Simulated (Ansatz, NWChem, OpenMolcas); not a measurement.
# A ladder of methods for PN (phosphorus nitride)

PN has 2 atoms, charge 0, and is taken as a singlet. SMILES: `N#P`. The bond length is the measured one.

```xyz
2

N     0.0000    0.0000    0.0000
P     0.0000    0.0000    1.4909
```

Quantity: the HOMO–LUMO gap, in eV. The values are calculated.

| level | kind | program | value (eV) | CPU time |
| --- | --- | --- | --- | --- |
| PBEsol/aug-cc-pVTZ | GGA | Ansatz | 4.38 | 1.3 s |
| M06-L/aug-cc-pVTZ | meta-GGA | NWChem | 4.77 | 60 s |
| r2SCAN/aug-cc-pVTZ | meta-GGA | OpenMolcas | 4.89 | 24 s |
| B3LYP/aug-cc-pVTZ | global hybrid | Ansatz | 6.40 | 2.7 s |
| M06-2X/aug-cc-pVTZ | hybrid meta-GGA | OpenMolcas | 9.22 | 21 s |
| CAM-B3LYP/aug-cc-pVTZ | range-separated hybrid | Ansatz | 9.47 | 2.9 s |
| HSE06/aug-cc-pVTZ | range-separated hybrid | Ansatz | 6.10 | 2.8 s |
| wB97X/aug-cc-pVTZ | range-separated hybrid | Ansatz | 11.56 | 8.2 s |

The values span 4.38 to 11.56 eV. Orbital gaps aren't excitation energies; they tend to grow with the share of exact exchange. Times are those of the runs behind each value, whatever else they computed, on shared processors of several kinds: orders of magnitude only.

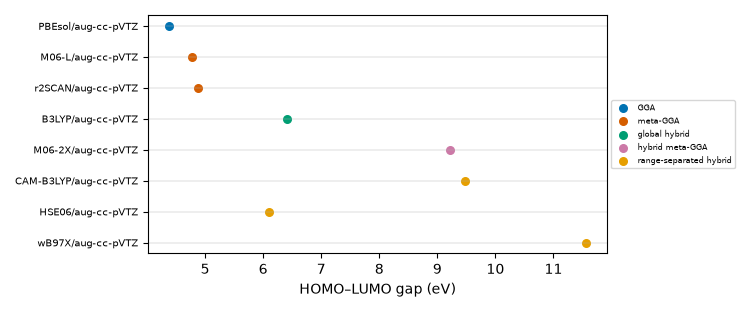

The values of the table, level by level.
